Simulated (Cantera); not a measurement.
Feed: 1 mol Ta₂O₅, 2.4 mol C, 0.32 mol H₂, at 0.100 bar.

Method: chemical equilibrium by Gibbs-energy minimisation in Cantera with the NASA 1993 tables (ideal gas, pure condensed phases). Candidate condensed phases: C, C₆H₆, C₇H₈, C₈H₁₈, H₂O, Ta, TaC, Ta₂O₅; 113 gas species. Mutual solubility and eutectic melting of coexisting phases are not modelled. Condensed phases not in the tables: Ta₂C, N, O or C dissolved in the metal. Kinetics and transport are ignored.

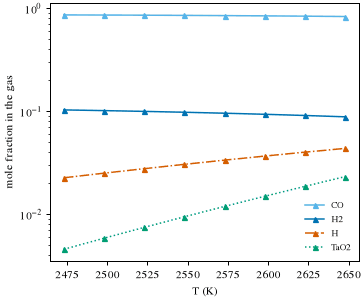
Fig. 1. Equilibrium gas composition (values under 1e-9 drawn at 1e-9)

From 2473 K to 2648 K the condensed part is Ta(s) + Ta₂O₅(l). The main Ta-bearing gas is TaO₂ throughout. The share of Ta in condensed phases is highest at 2473 K (99.2 %) and lowest at 2648 K (95.7 %).
